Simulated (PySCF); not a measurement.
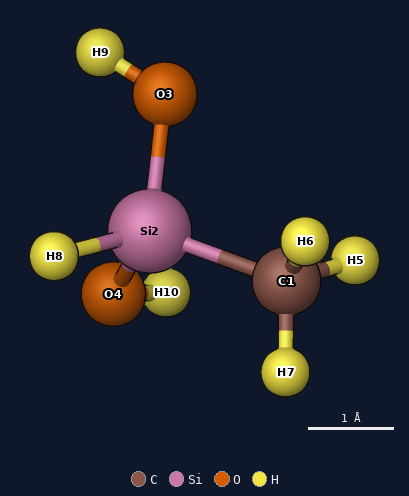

**Figure 1.** The structure (ball-and-stick view, seen at a tilt; atoms are numbered from 1 in the order of the input).

## CH$_{6}$O$_{2}$Si: excited-state calculation

- system: CH$_{6}$O$_{2}$Si, SMILES C[SiH](O)O
- method: CIS/cc-pVDZ, RHF (PySCF 2.14.0)

The geometry comes from this level: PBE0-D4/def2-TZVP.

Log
```
converged SCF energy = -480.12626442526
total energy: -480.12626443 hartree
Excitation energies (eV)
[ 9.87527244 10.09271713 10.65520531 10.81653564 11.0195706  11.32432176
 11.67245897 12.31198299 12.38445714 12.57721116 12.68272256 12.89194005]

** Singlet excitation energies and oscillator strengths **
state   eV      nm      f
  1    9.8753    125.6   0.01655
  2   10.0927    122.8   0.05717
  3   10.6552    116.4   0.02106
  4   10.8165    114.6   0.10105
  5   11.0196    112.5   0.22353
  6   11.3243    109.5   0.00895
  7   11.6725    106.2   0.09928
  8   12.3120    100.7   0.11699
  9   12.3845    100.1   0.21314
 10   12.5772     98.6   0.02397
 11   12.6827     97.8   0.06328
 12   12.8919     96.2   0.37253
```

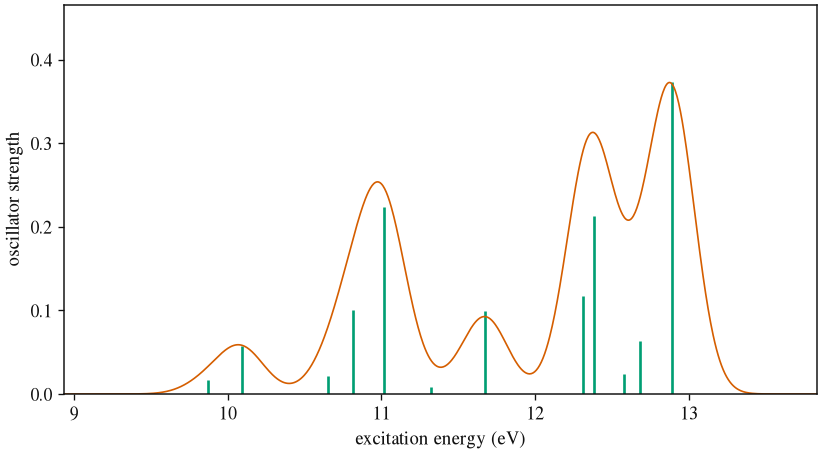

**Figure 2.** Computed excitations as sticks (degenerate states added up, dark ones marked on the axis), with a Gaussian envelope of 0.35 eV full width at half maximum, scaled to the tallest. Of the 12 states the lowest lies at 9.88 eV (f = 0.017); the strongest line is at 12.89 eV, or 96 nm (f = 0.373).

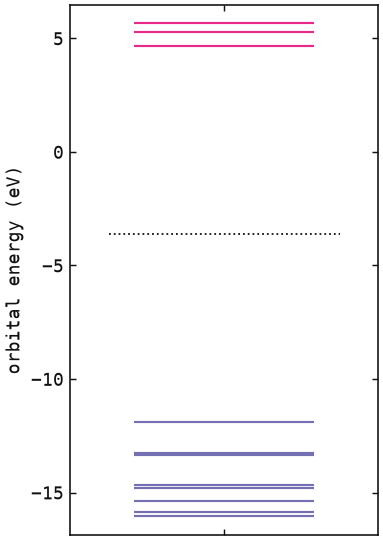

**Figure 3.** Orbital energies near the frontier (SCF reference); the dotted line parts filled from empty levels, and levels within 0.02 eV of each other stand side by side. Highest filled −11.91 eV, lowest empty 4.66 eV, 16.57 eV apart.

The run was set up as follows.

The input (job.py)
```python
from pyscf import gto, scf, tdscf

mol = gto.Mole()
mol.atom = '''
C     -2.443416     0.657247    -0.276656
Si     0.977933     0.340151     0.390795
O      1.229078    -2.184523     2.193594
O      2.692860     0.110549    -2.195106
H     -3.176819    -1.038971    -1.201110
H     -3.502418     0.924265     1.475498
H     -2.805109     2.274852    -1.506868
H      2.057156     2.588736     1.671841
H      2.875218    -2.583067     2.834211
H      2.252743    -1.185992    -3.380531
'''
mol.max_memory = 1860
mol.basis = 'cc-pvdz'
mol.verbose = 3
mol.charge = 0
mol.unit = 'bohr'
mol.build()

hf = scf.RHF(mol)
hf.conv_tol = 1e-10
hf.kernel()
if not hf.converged:
    hf = hf.newton().run(hf.mo_coeff, hf.mo_occ)

etot = hf.e_tot
print(f'total energy: {etot:.8f} hartree')

td = tdscf.TDA(hf)
td.nstates = 12
td.kernel()
td.analyze()
roots = td.e * 27.211386
osc = td.oscillator_strength()
print('state   eV      nm      f')
for i, (w, f) in enumerate(zip(roots, osc), 1):
    print('%3d %9.4f %8.1f %9.5f' % (i, w, 1239.842 / w, f))
```

Run as:
```bash
OMP_NUM_THREADS=1 python job.py
```

Key numbers

```json
{"quantity": "outcome", "value": "converged"}
{"quantity": "total energy", "value": "−480.126264 hartree"}
{"quantity": "basis functions", "value": "90"}
{"quantity": "HOMO of the SCF reference", "value": "−11.91 eV"}
{"quantity": "LUMO of the SCF reference", "value": "4.66 eV"}
{"quantity": "lowest excitation", "value": "9.88 eV"}
{"quantity": "hardware", "value": "1 thread of Arm Neoverse V1, 24 GiB of memory available, shared host"}
{"quantity": "wall time", "value": "17 s"}
{"quantity": "peak memory", "value": "0.2 GiB"}
```
